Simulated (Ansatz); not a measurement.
# AlNH2Cl (SMILES [NH2][Al][Cl]): UHF/STO-3G

Aim: the vertical doublet–quartet gap of AlNH2Cl at UHF/STO-3G, from 2 runs. 

The calculation is run with Ansatz 0.2.0.

19 further runs of the same task are left out: 19 set aside as unsound or not needed.

## 1. The structure to begin with

The species is AlNH2Cl (5 atoms), meant as a doublet with charge 0. As SMILES, `[NH2][Al][Cl]`. Geometry: relaxed at PBE0-D4/def2-TZVP. This is one conformer, not always the lowest.

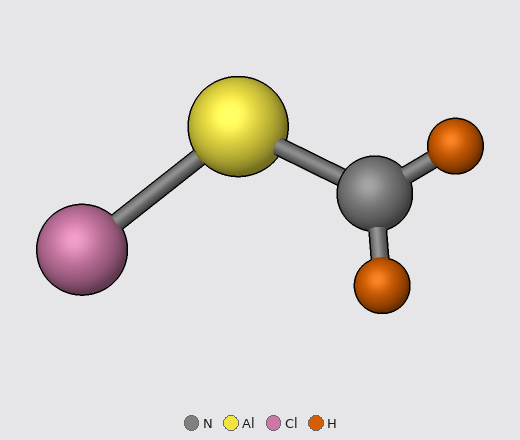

Viewed from a chosen angle; nitrogen grey, aluminium yellow, chlorine pink, hydrogen orange.

## 2. A single-point energy at UHF/STO-3G

File job.yaml:

```yaml
crystal:
  periodic: [false, false, false]
  atoms:
    - {symbol: N, position_ang: [-0.549400, 0.461700, -0.232000]}
    - {symbol: Al, position_ang: [0.402600, -0.291600, 1.049100]}
    - {symbol: Cl, position_ang: [1.907000, -1.649700, 0.440800]}
    - {symbol: H, position_ang: [-1.293600, 1.123300, -0.083500]}
    - {symbol: H, position_ang: [-0.416600, 0.282700, -1.215900]}
basis:
  gaussian:
    orbitals: STO-3G
hamiltonian:
  xc: hf
accuracy: high
magnetization:
  spin_polarized: true
  initial_magnetization: 1
output: {orbitals: {seedname: orbitals}}
```

The run is started by

```console
$ ansatz run job.yaml --threads 1 --pin off --max-ram 2610MiB --events-out events.jsonl --progress --plain --runs-dir runs
```

The log of the run:

```text
Warning: RAYON_NUM_THREADS=1 ignored (pool sized by the plan → 1); use --threads N
Functional definition: HF
  name "HF"
  exchange = exact_x
  correlation = 0
452 factors; integrals over basis functions are off by at most 2.1e-8 eV
mean field evaluation 1: about -20367.5197 eV, gradient 1.5e1 eV
mean field evaluation 2: about -20367.5720 eV, gradient 1.5e1 eV
mean field evaluation 4: about -20369.5531 eV, gradient 1.6e0 eV
mean field evaluation 8: about -20369.6080 eV, gradient 2.2e-2 eV
mean field -20369.60800808 eV, -748.5692872806 hartree, gradient 2.3e-8 eV, S^2 0.752847; 0 other end points of the search recorded, 0 dependent functions left out
reference -20369.60800808 eV, -748.5692872806 hartree; 20, 19 occupied and 5, 6 virtual orbitals, 452 factors
Total energy: -20369.60800808 eV, -748.5692872806 hartree
```

It took 0.41 s on 1 thread of Arm Neoverse N1, shared host.

## 3. The quartet at the same level

File run.yaml:

```yaml
crystal:
  periodic: [false, false, false]
  atoms:
    - symbol: "N"
      position_ang: [-0.549400, 0.461700, -0.232000]
    - symbol: Al
      position_ang: [0.402600, -0.291600, 1.049100]
    - symbol: Cl
      position_ang: [1.907000, -1.649700, 0.440800]
    - symbol: H
      position_ang: [-1.293600, 1.123300, -0.083500]
    - symbol: H
      position_ang: [-0.416600, 0.282700, -1.215900]
basis:
  gaussian:
    orbitals: STO-3G
magnetization:
  spin_polarized: true
  initial_magnetization: 3
hamiltonian:
  xc: hf
accuracy: high
output: {orbitals: {seedname: orbitals}}
```

The run is started by

```console
$ ansatz run run.yaml --threads 1 --pin off --max-ram 2610MiB --events-out events.jsonl --progress --plain --runs-dir runs
```

The log of the run:

```text
Warning: RAYON_NUM_THREADS=1 ignored (pool sized by the plan → 1); use --threads N
[... 4 set-up lines as earlier in the session ...]
452 factors; integrals over basis functions are off by at most 2.1e-8 eV
mean field evaluation 1: about -20361.7416 eV, gradient 1.2e1 eV
mean field evaluation 2: about -20361.8093 eV, gradient 1.2e1 eV
mean field evaluation 4: about -20363.5315 eV, gradient 1.3e0 eV
mean field evaluation 8: about -20363.5640 eV, gradient 1.7e-2 eV
mean field -20363.56398851 eV, -748.3471736582 hartree, gradient 1.8e-8 eV, S^2 3.758635; 0 other end points of the search recorded, 0 dependent functions left out
reference -20363.56398851 eV, -748.3471736582 hartree; 21, 18 occupied and 4, 7 virtual orbitals, 452 factors
Total energy: -20363.56398851 eV, -748.3471736582 hartree
```

It took 0.4 s on 1 thread of Arm Neoverse N1, shared host.

## 4. Outcome

At UHF/STO-3G:

| quantity | value |
| --- | --- |
| doublet: total energy | -748.56929 Eh |
| doublet: HOMO energy (highest over α and β) | -6.03 eV |
| doublet: LUMO energy (lowest over α and β) | 6.02 eV |
| doublet: ⟨S²⟩ | 0.753 |
| quartet: total energy | -748.34717 Eh |
| quartet: HOMO energy (highest over α and β) | -0.07 eV |
| quartet: LUMO energy (lowest over α and β) | 4.03 eV |
| quartet: ⟨S²⟩ | 3.759 |
| vertical energy of the quartet above the doublet | 6.044 eV |

What this shows: At this shape the quartet lies 6.04 eV (139 kcal/mol) above the doublet. In a minimal basis such a difference can be off by several eV, whatever the method.
